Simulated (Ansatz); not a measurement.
## Run report: C₂H₄BIn, molecular dynamics (part 4 of 4)

Continued. System: C₂H₄BIn. Method: RKS B3LYP-D4/def2-mTZVP (Ansatz 0.2.0). It belongs to a series of runs on one base structure; here: dynamics from the highest image of the converged band.

Geometry of the input (Å):
```
B  -0.5948  1.0668  -0.4560
C  0.1185  -0.1025  0.0888
C  0.7419  -1.1199  0.5630
In -0.4628  -2.9310  -0.2383
H  0.4754  1.3227  0.2964
H  -0.3477  1.4217  -1.5697
H  1.6233  -1.1346  1.1892
H  -1.5539  1.4768  0.1265
```

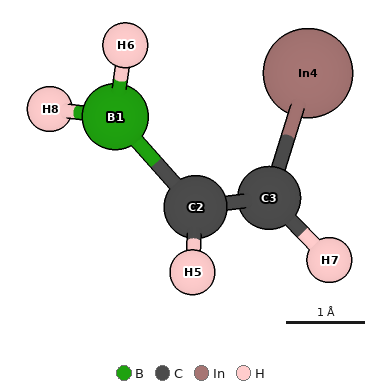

Figure 1. The geometry at step 158 of the log (ball-and-stick view, seen at a tilt; atoms are numbered from 1 in the order of the input).

### Trajectory as extended XYZ, continued
```
8
Properties=species:S:1:pos:R:3:forces:R:3 step=113 time_fs=56.5 energy=-7990.72928 temperature=307.5
B    -0.7332    0.8697   -0.5386    0.4085   0.1657   0.1188
C     0.3518    0.1288    0.2481    0.0947  -0.2466   0.1797
C     0.6472   -1.1588    0.5130    1.0648   0.2199   0.4975
In   -0.4668   -2.9235   -0.2421   -0.1982  -0.2327  -0.1079
H     1.0816    0.8529    0.6626   -0.2143   0.2159  -0.1784
H    -0.4975    1.1662   -1.6596   -0.1018   0.0514  -0.3118
H     1.6081   -1.2660    1.0837   -0.7517  -0.1738  -0.3102
H    -1.7099    1.2991   -0.0330   -0.3021   0.0002   0.1122
8
Properties=species:S:1:pos:R:3:forces:R:3 step=117 time_fs=58.5 energy=-7990.71480 temperature=288.8
B    -0.7320    0.8476   -0.5377    0.1353   0.6299   0.0303
C     0.3668    0.1448    0.2580   -0.4338  -0.5423  -0.1457
C     0.6433   -1.1452    0.5093    0.7827  -0.0596   0.3630
In   -0.4678   -2.9242   -0.2427   -0.1528  -0.1774  -0.0762
H     1.0922    0.8359    0.6698    0.2295   0.7254   0.0702
H    -0.4957    1.1517   -1.6685   -0.1920  -0.0551  -0.0793
H     1.5899   -1.2473    1.0735   -0.3531  -0.3349  -0.0734
H    -1.7295    1.2711   -0.0282   -0.0157  -0.1860  -0.0889
8
Properties=species:S:1:pos:R:3:forces:R:3 step=121 time_fs=60.5 energy=-7990.69598 temperature=264.7
B    -0.7304    0.8276   -0.5367   -0.0896   0.9600  -0.1015
C     0.3806    0.1592    0.2674   -0.4935  -0.3657  -0.2297
C     0.6419   -1.1318    0.5066    0.0723  -0.2578  -0.0171
In   -0.4689   -2.9249   -0.2434   -0.1150  -0.1191  -0.0496
H     1.1102    0.8449    0.6790    0.2164   0.7185   0.0729
H    -0.5011    1.1352   -1.6805   -0.2444  -0.1490   0.1612
H     1.5596   -1.2415    1.0613    0.4411  -0.4764   0.3894
H    -1.7499    1.2361   -0.0267    0.2128  -0.3105  -0.2254
8
Properties=species:S:1:pos:R:3:forces:R:3 step=125 time_fs=62.5 energy=-7990.70128 temperature=271.5
B    -0.7290    0.8111   -0.5361   -0.1409   1.0199  -0.1794
C     0.3929    0.1726    0.2762   -0.0406   0.2348  -0.0425
C     0.6408   -1.1193    0.5040   -0.1321  -0.4306  -0.0874
In   -0.4701   -2.9256   -0.2441   -0.0847  -0.0698  -0.0286
H     1.1349    0.8798    0.6902   -0.2583   0.1978  -0.1696
H    -0.5157    1.1132   -1.6869   -0.2173  -0.1705   0.2164
H     1.5443   -1.2535    1.0628    0.6663  -0.4774   0.5000
H    -1.7628    1.1897   -0.0333    0.2075  -0.3041  -0.2090
8
Properties=species:S:1:pos:R:3:forces:R:3 step=128 time_fs=64.0 energy=-7990.71969 temperature=295.0
B    -0.7282    0.8010   -0.5360   -0.0652   0.8788  -0.1703
C     0.4019    0.1830    0.2826    0.2632   0.6003   0.0714
C     0.6398   -1.1107    0.5019    0.2843  -0.5807   0.2176
In   -0.4709   -2.9262   -0.2447   -0.0644  -0.0380  -0.0149
H     1.1481    0.9122    0.6949   -0.5297  -0.1793  -0.2942
H    -0.5321    1.0925   -1.6865   -0.1477  -0.1303   0.1080
H     1.5486   -1.2743    1.0760    0.2120  -0.3246   0.1860
H    -1.7674    1.1473   -0.0434    0.0475  -0.2262  -0.1036
8
Properties=species:S:1:pos:R:3:forces:R:3 step=132 time_fs=66.0 energy=-7990.72835 temperature=306.3
B    -0.7274    0.7902   -0.5364    0.0798   0.5336  -0.0812
C     0.4147    0.1985    0.2914    0.3127   0.6411   0.0312
C     0.6394   -1.1010    0.4998    0.8607  -0.6839   0.6476
In   -0.4721   -2.9270   -0.2454   -0.0392   0.0060   0.0021
H     1.1486    0.9491    0.6918   -0.4780  -0.3590  -0.2246
H    -0.5585    1.0608   -1.6832   -0.0244  -0.0281  -0.1451
H     1.5591   -1.3119    1.0981   -0.4776  -0.0149  -0.3085
H    -1.7729    1.0835   -0.0599   -0.2340  -0.0948   0.0785
8
Properties=species:S:1:pos:R:3:forces:R:3 step=136 time_fs=68.0 energy=-7990.72858 temperature=306.6
B    -0.7263    0.7813   -0.5370    0.0583   0.1785   0.0085
C     0.4284    0.2160    0.3002   -0.0527   0.1052  -0.2151
C     0.6416   -1.0934    0.4997    0.8422  -0.5008   0.6875
In   -0.4733   -2.9278   -0.2461   -0.0207   0.0559   0.0149
H     1.1321    0.9736    0.6808    0.0197  -0.1145   0.0869
H    -0.5859    1.0281   -1.6851    0.0800   0.0706  -0.3002
H     1.5532   -1.3504    1.1096   -0.6073   0.2218  -0.4514
H    -1.7868    1.0160   -0.0736   -0.3196  -0.0167   0.1690
8
Properties=species:S:1:pos:R:3:forces:R:3 step=140 time_fs=70.0 energy=-7990.71959 temperature=294.9
B    -0.7252    0.7730   -0.5377   -0.2172  -0.0808  -0.0181
C     0.4419    0.2337    0.3084   -0.4772  -0.6278  -0.4623
C     0.6464   -1.0873    0.5017    0.1962  -0.0161   0.2854
In   -0.4745   -2.9285   -0.2468   -0.0128   0.1069   0.0208
H     1.1165    0.9942    0.6732    0.5520   0.2367   0.4045
H    -0.6104    0.9979   -1.6977    0.1342   0.1211  -0.1760
H     1.5259   -1.3809    1.1051   -0.1022   0.2576  -0.1596
H    -1.8118    0.9477   -0.0814   -0.0731   0.0022   0.1054
8
Properties=species:S:1:pos:R:3:forces:R:3 step=143 time_fs=71.5 energy=-7990.69739 temperature=266.4
B    -0.7247    0.7667   -0.5383   -0.4617  -0.2267  -0.1139
C     0.4511    0.2458    0.3135   -0.4813  -0.8451  -0.4552
C     0.6505   -1.0828    0.5039   -0.4649   0.4275  -0.1580
In   -0.4755   -2.9291   -0.2473   -0.0101   0.1427   0.0231
H     1.1171    1.0143    0.6767    0.5905   0.1839   0.4328
H    -0.6256    0.9782   -1.7117    0.1509   0.1347   0.0505
H     1.5019   -1.3976    1.0971    0.4707   0.1664   0.2085
H    -1.8329    0.8964   -0.0844    0.2059   0.0166   0.0122
8
Properties=species:S:1:pos:R:3:forces:R:3 step=147 time_fs=73.5 energy=-7990.66637 temperature=226.5
B    -0.7256    0.7576   -0.5394   -0.6049  -0.3955  -0.2281
C     0.4622    0.2597    0.3193   -0.0845  -0.5722  -0.1950
C     0.6546   -1.0756    0.5063   -0.8811   0.7681  -0.4466
In   -0.4767   -2.9298   -0.2480    0.0011   0.1885   0.0318
H     1.1359    1.0454    0.6949    0.1620  -0.3246   0.1807
H    -0.6407    0.9565   -1.7279    0.1622   0.1515   0.3172
H     1.4865   -1.4143    1.0941    0.7920   0.1245   0.4108
H    -1.8536    0.8288   -0.0883    0.4531   0.0597  -0.0707
8
Properties=species:S:1:pos:R:3:forces:R:3 step=151 time_fs=75.5 energy=-7990.65735 temperature=214.8
B    -0.7285    0.7470   -0.5413   -0.4122  -0.5418  -0.2058
C     0.4730    0.2719    0.3244    0.2198  -0.2080   0.0453
C     0.6560   -1.0661    0.5074   -0.4440   0.5969  -0.1449
In   -0.4779   -2.9304   -0.2487    0.0297   0.2380   0.0536
H     1.1610    1.0644    0.7199   -0.2532  -0.7243  -0.0967
H    -0.6496    0.9406   -1.7327    0.1699   0.1871   0.3613
H     1.4986   -1.4254    1.1048    0.2828   0.3469   0.0392
H    -1.8577    0.7635   -0.0945    0.4072   0.1053  -0.0521
8
Properties=species:S:1:pos:R:3:forces:R:3 step=155 time_fs=77.5 energy=-7990.66131 temperature=219.9
B    -0.7329    0.7345   -0.5439    0.0779  -0.6342  -0.0164
C     0.4843    0.2832    0.3295    0.0667  -0.1764   0.0432
C     0.6561   -1.0547    0.5080    0.1169   0.2354   0.2334
In   -0.4791   -2.9309   -0.2494    0.0703   0.2930   0.0852
H     1.1777    1.0572    0.7419   -0.2727  -0.6179  -0.1671
H    -0.6520    0.9320   -1.7244    0.1702   0.2402   0.1555
H     1.5213   -1.4232    1.1170   -0.3208   0.5486  -0.3876
H    -1.8471    0.7021   -0.1025    0.0915   0.1114   0.0538
8
Properties=species:S:1:pos:R:3:forces:R:3 step=158 time_fs=79.0 energy=-7990.67017 temperature=231.3
B    -0.7360    0.7237   -0.5459    0.5052  -0.6382   0.1887
C     0.4930    0.2913    0.3335   -0.3606  -0.4093  -0.1383
C     0.6563   -1.0455    0.5089    0.2510   0.0402   0.3062
In   -0.4800   -2.9313   -0.2499    0.1000   0.3351   0.1098
H     1.1836    1.0364    0.7544   -0.0078  -0.2102  -0.0566
H    -0.6495    0.9314   -1.7139    0.1594   0.2780  -0.0703
H     1.5320   -1.4085    1.1175   -0.4578   0.5258  -0.4770
H    -1.8362    0.6588   -0.1074   -0.1895   0.0786   0.1376
8
Properties=species:S:1:pos:R:3:forces:R:3 step=162 time_fs=81.0 energy=-7990.67857 temperature=242.1
B    -0.7386    0.7073   -0.5479    0.8734  -0.5335   0.4151
C     0.5034    0.3009    0.3383   -1.0340  -0.7514  -0.4450
C     0.6571   -1.0333    0.5109   -0.0270  -0.0698   0.0830
In   -0.4811   -2.9317   -0.2505    0.1318   0.3869   0.1394
H     1.1927    1.0036    0.7700    0.4217   0.4184   0.1437
H    -0.6411    0.9400   -1.7027    0.1174   0.2901  -0.2413
H     1.5322   -1.3722    1.1032   -0.1341   0.2476  -0.2430
H    -1.8283    0.6035   -0.1093   -0.3492   0.0116   0.1481
8
Properties=species:S:1:pos:R:3:forces:R:3 step=166 time_fs=83.0 energy=-7990.68193 temperature=246.4
B    -0.7381    0.6890   -0.5485    0.8513  -0.3176   0.4511
C     0.5106    0.3082    0.3417   -1.1671  -0.5174  -0.4175
C     0.6578   -1.0212    0.5131   -0.5511  -0.1394  -0.2895
In   -0.4823   -2.9319   -0.2511    0.1556   0.4297   0.1667
H     1.2162    0.9851    0.7901    0.3227   0.5109   0.0200
H    -0.6282    0.9595   -1.6997    0.0382   0.2236  -0.1065
H     1.5282   -1.3268    1.0802    0.4877  -0.1591   0.1760
H    -1.8326    0.5487   -0.1060   -0.1374  -0.0308  -0.0003
8
Properties=species:S:1:pos:R:3:forces:R:3 step=170 time_fs=85.0 energy=-7990.67558 temperature=238.2
B    -0.7347    0.6696   -0.5476    0.6050  -0.0421   0.3028
C     0.5142    0.3140    0.3440   -0.7360   0.1824  -0.0444
C     0.6569   -1.0097    0.5145   -0.5678  -0.4140  -0.3060
In   -0.4833   -2.9320   -0.2516    0.1758   0.4634   0.1942
H     1.2505    0.9846    0.8099   -0.2649   0.1302  -0.4030
H    -0.6139    0.9873   -1.7002   -0.0544   0.0959   0.2016
H     1.5414   -1.2870    1.0628    0.6222  -0.3764   0.2557
H    -1.8418    0.4928   -0.1029    0.2201  -0.0394  -0.2008
8
Properties=species:S:1:pos:R:3:forces:R:3 step=174 time_fs=87.0 energy=-7990.66626 temperature=226.4
B    -0.7291    0.6501   -0.5455    0.3991   0.2208   0.1162
C     0.5153    0.3203    0.3460   -0.4023   0.6206   0.2380
C     0.6543   -0.9995    0.5150    0.1294  -0.8284   0.1145
In   -0.4843   -2.9319   -0.2520    0.1924   0.4910   0.2208
H     1.2754    0.9897    0.8149   -0.6377  -0.1020  -0.6639
H    -0.6017    1.0188   -1.6934   -0.1189  -0.0181   0.4041
H     1.5760   -1.2606    1.0538    0.0204  -0.3295  -0.1136
H    -1.8430    0.4354   -0.1073    0.4176  -0.0544  -0.3162
8
Properties=species:S:1:pos:R:3:forces:R:3 step=177 time_fs=88.5 energy=-7990.67472 temperature=237.3
B    -0.7239    0.6359   -0.5437    0.3512   0.3725   0.0290
C     0.5153    0.3262    0.3480   -0.4453   0.5390   0.2490
C     0.6525   -0.9935    0.5155    0.6401  -1.0091   0.3987
In   -0.4850   -2.9317   -0.2523    0.1997   0.5101   0.2381
H     1.2792    0.9916    0.8027   -0.5472  -0.0123  -0.6118
H    -0.5953    1.0423   -1.6788   -0.1332  -0.0487   0.3876
H     1.6039   -1.2493    1.0451   -0.4434  -0.2569  -0.3768
H    -1.8340    0.3910   -0.1182    0.3782  -0.0947  -0.3139
8
Properties=species:S:1:pos:R:3:forces:R:3 step=181 time_fs=90.5 energy=-7990.71433 temperature=288.2
B    -0.7159    0.6182   -0.5412    0.3991   0.4918   0.0081
C     0.5139    0.3354    0.3512   -0.8574  -0.0840   0.0464
C     0.6519   -0.9883    0.5174    0.8355  -0.9282   0.4832
In   -0.4859   -2.9314   -0.2526    0.1973   0.5351   0.2554
H     1.2679    0.9953    0.7672    0.0112   0.3929  -0.2772
H    -0.5911    1.0723   -1.6471   -0.1087   0.0123   0.1535
H     1.6262   -1.2428    1.0209   -0.5941  -0.2225  -0.4507
H    -1.8103    0.3283   -0.1428    0.1171  -0.1975  -0.2187
8
Properties=species:S:1:pos:R:3:forces:R:3 step=185 time_fs=92.5 energy=-7990.76273 temperature=350.7
B    -0.7064    0.6021   -0.5386    0.3752   0.5203   0.0194
C     0.5097    0.3443    0.3547   -1.0918  -0.7405  -0.0527
C     0.6538   -0.9861    0.5207    0.4296  -0.5463   0.2596
In   -0.4867   -2.9308   -0.2528    0.1772   0.5575   0.2652
H     1.2569    1.0136    0.7209    0.4835   0.6474  -0.0007
H    -0.5911    1.1029   -1.6098   -0.0626   0.1503  -0.1516
H     1.6277   -1.2450    0.9804   -0.1423  -0.2754  -0.2241
H    -1.7822    0.2579   -0.1758   -0.1688  -0.3133  -0.1150
8
Properties=species:S:1:pos:R:3:forces:R:3 step=189 time_fs=94.5 energy=-7990.81476 temperature=417.6
B    -0.6957    0.5880   -0.5360    0.0180   0.4811  -0.0991
C     0.5023    0.3510    0.3580   -0.4686  -0.7292   0.2320
C     0.6571   -0.9855    0.5248   -0.1920  -0.0988  -0.0366
In   -0.4875   -2.9301   -0.2530    0.1419   0.5739   0.2688
H     1.2619    1.0544    0.6734    0.2027   0.1995  -0.0645
H    -0.5935    1.1392   -1.5776   -0.0378   0.2348  -0.2563
H     1.6244   -1.2579    0.9315    0.5210  -0.3334   0.0673
H    -1.7597    0.1759   -0.2135   -0.1852  -0.3279  -0.1117
8
Properties=species:S:1:pos:R:3:forces:R:3 step=192 time_fs=96.0 energy=-7990.84208 temperature=452.8
B    -0.6876    0.5785   -0.5342   -0.4595   0.4250  -0.3235
C     0.4957    0.3545    0.3610    0.2760  -0.4475   0.4923
C     0.6592   -0.9854    0.5279   -0.3015   0.0757  -0.1002
In   -0.4880   -2.9294   -0.2530    0.1118   0.5827   0.2695
H     1.2714    1.0910    0.6364   -0.2392  -0.3538  -0.1502
H    -0.5963    1.1720   -1.5595   -0.0447   0.1913  -0.1321
H     1.6331   -1.2756    0.8957    0.6450  -0.2508   0.1170
H    -1.7473    0.1063   -0.2447    0.0121  -0.2226  -0.1729
8
Properties=species:S:1:pos:R:3:forces:R:3 step=196 time_fs=98.0 energy=-7990.85534 temperature=469.9
B    -0.6784    0.5671   -0.5330   -1.0875   0.3268  -0.6800
C     0.4877    0.3580    0.3663    0.9163  -0.2500   0.5987
C     0.6615   -0.9851    0.5317    0.2230  -0.0132   0.0175
In   -0.4887   -2.9284   -0.2530    0.0774   0.5945   0.2716
H     1.2753    1.1268    0.5824   -0.5127  -0.7810  -0.0799
H    -0.6017    1.2215   -1.5389   -0.0728   0.0187   0.1580
H     1.6640   -1.3064    0.8512    0.1157   0.0826  -0.0303
H    -1.7293    0.0068   -0.2922    0.3406   0.0217  -0.2555
8
Properties=species:S:1:pos:R:3:forces:R:3 step=200 time_fs=100.0 energy=-7990.85379 temperature=468.0
B    -0.6730    0.5569   -0.5342   -1.3776   0.2055  -0.8577
C     0.4825    0.3606    0.3735    0.7991  -0.5105   0.3829
C     0.6645   -0.9849    0.5357    0.8159  -0.2268   0.0724
In   -0.4894   -2.9271   -0.2529    0.0556   0.6091   0.2766
H     1.2614    1.1346    0.5259   -0.2015  -0.6025   0.1687
H    -0.6098    1.2718   -1.5125   -0.1006  -0.1487   0.3442
H     1.6992   -1.3341    0.8057   -0.4826   0.4251  -0.1154
H    -1.6988   -0.0919   -0.3494    0.4918   0.2489  -0.2717
```
